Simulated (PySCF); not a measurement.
HCl

| atom | x (Å) | y (Å) | z (Å) |
| --- | --- | --- | --- |
| H | 0.0000 | 0.0000 | -1.2432 |
| Cl | 0.0000 | 0.0000 | 0.0358 |

All numbers below come from PBE0/def2-TZVPPD, non-relativistic Hamiltonian with scalar-relativistic core potentials where named, at a bond length of 1.279 Å (PySCF 2.14.0).

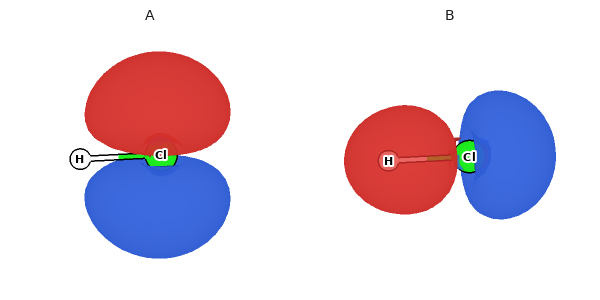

Figure 1. Two frontier orbitals, each drawn at the value that holds 80 % of its norm (blue and red are the two phases), in no order; of a degenerate pair one member is drawn.

**Label each orbital by symmetry, say whether it is occupied, and order them by energy.**

Orbital B: σ, occupied, −13.31 eV; mainly on Cl (75 %).
Orbital A: π, occupied, −9.50 eV; almost wholly on Cl.

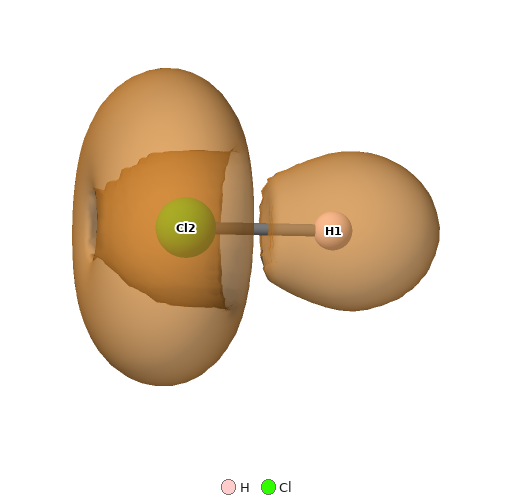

Figure 2. Isosurface of the ELF at 0.8 (orange), seen from one side. Only the valence region is drawn (cores and ρ < 0.01 e/Å³ removed).

**Describe the localisation domains.**

The surface consists of one region around a hydrogen nucleus and one ring or bowl of non-bonding electrons around Cl. Profiles from the grid: Cl–H (1.28 Å): the ELF climbs to about 1 towards the hydrogen, as it does in any bond to H.

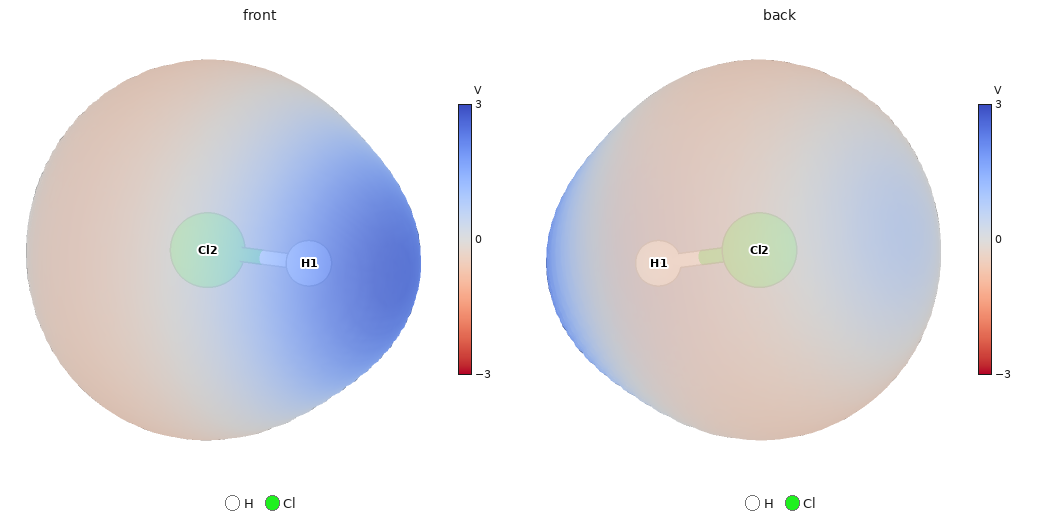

Figure 3. The molecular electrostatic potential painted on the density surface at 0.002 e/bohr³, seen from the front and from behind; the colour scale runs from red (negative) to blue (positive).

**Where is the surface potential most negative and most positive?**

The most negative region (about −0.4 V) lies over Cl2, the most positive (about +2.4 V) over H1. Cl2 shows a σ-hole: about +0.6 V at the tip opposite its bond, against about −0.4 V on its flanks.
